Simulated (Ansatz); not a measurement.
```xyz
8

Al    0.0162    0.0150   -0.4262
H    -0.2516    0.0894    3.1535
C     1.7602    0.0198   -1.3486
H     1.9211   -0.9572   -1.8230
H     1.7511    0.7797   -2.1406
H     2.5955    0.2224   -0.6714
Cl   -1.6959   -0.2570   -1.6724
H    -0.2411    0.0878    3.8980
```

Computed with Ansatz 0.2.0, UKS PBE0-D4/6-31G*.

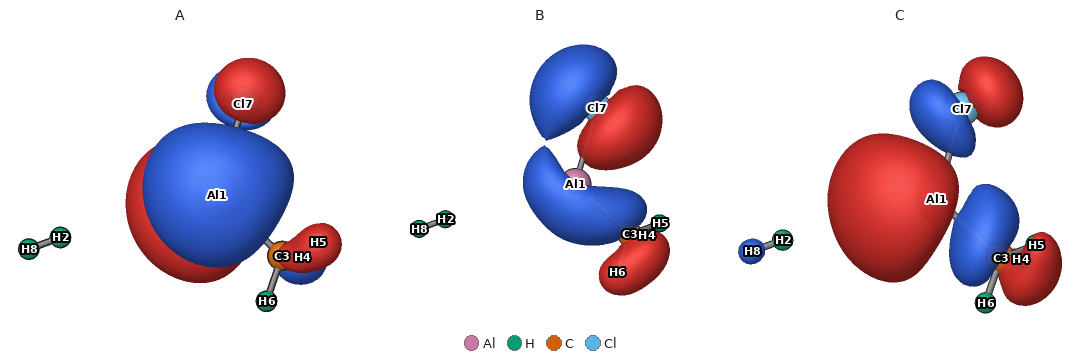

CH3AlCl···H2 (doublet). Three frontier orbitals at ±0.08 Å⁻³ᐟ² (blue and red are the two phases), in no order.

Order the three orbitals by energy and name them. All are α orbitals.

Answer. B is the HOMO−1 (α) (−8.93 eV). Its weight (Hirshfeld) is mainly on Cl7 (about 70 %), Al1 (about 15 %) and C3 (about 10 %); largely a lone pair of Cl7. C is the HOMO (α) (−5.79 eV). By Hirshfeld shares it lies mainly on Al1 (about 70 %), C3 (about 15 %) and Cl7 (about 10 %). A is the LUMO (α) (−1.60 eV). Its weight (Hirshfeld) is mainly on Al1 (about 80 %) and Cl7 (about 10 %).

What is the gap between the highest occupied and lowest empty α orbitals?

Answer. 4.19 eV between the orbital energies.
